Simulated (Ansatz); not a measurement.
```xyz
12

O    -0.095   -0.740    2.826
C     0.262    0.068    1.787
C    -0.350    0.172    0.587
Cl   -1.779   -0.890    0.260
O    -0.014    1.058   -0.374
C     0.592    0.459   -1.577
O    -0.344    0.152   -2.561
H    -0.891   -1.246    2.547
H     1.131    0.692    2.007
H     1.237    1.252   -1.982
H     1.187   -0.413   -1.239
H    -0.858   -0.620   -2.246
```

Q: Where will the first 8 clear peaks of this molecule's radial distribution curve from gas electron diffraction lie, and which pairs make them?

A: Peak 1, 1.04 Å: O–H 0.98 Å (×2), C–H 1.09–1.11 Å (×3), not resolved
Peak 2, 1.38 Å: O–C 1.35–1.47 Å (×4), C–C 1.35 Å, not resolved
Peak 3, 1.81 Å: Cl–C 1.81 Å, C···H 1.91–1.93 Å (×2), O···H 2.01–2.05 Å (×2), not resolved; in its flanks O···H 2.05–2.10 Å
Peak 4, 2.42 Å: C···C 2.38 Å, O···O 2.39 Å, O···C 2.39–2.43 Å (×2), not resolved
Peak 5, 2.70 Å: Cl···O 2.70 Å, Cl···C 2.72 Å
Peak 6, 3.27 Å: Cl···O 3.07–3.33 Å (×2), O···C 3.15 Å, Cl···C 3.29 Å, not resolved; in its flanks O···O 3.67 Å
Peak 7, 4.40 Å: C···H 4.24–4.70 Å (×2), Cl···H 4.33 Å, O···C 4.39–4.61 Å (×2), not resolved
Peak 8, 5.44 Å: O···H 5.13–5.37 Å (×3), O···O 5.47 Å, not resolved

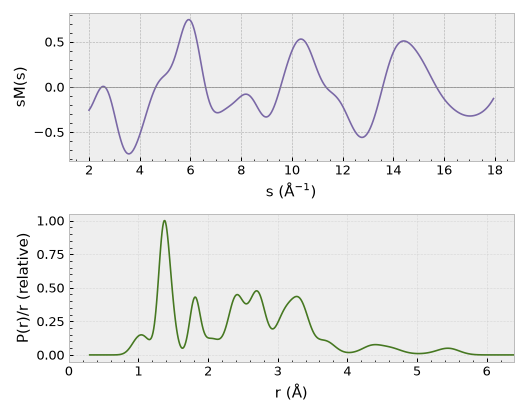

Simulated gas electron diffraction: reduced molecular intensity sM(s) from the Debye equation in the first Born approximation (top) and the radial distribution curve (bottom) of C₃H₅ClO₃. Each pair of atoms contributes with weight ZᵢZⱼ/r; damping constant 0.0015 Å²; vibrational amplitudes assumed, not computed: 0.05 Å for bonds, 0.078 Å for bonds to H, 0.06 + 0.015 r up to 0.15 Å for other pairs. The geometry is the end point of an optimisation (RKS revPBE-D4/6-31G* in Ansatz); it may be a saddle point or a higher isomer.
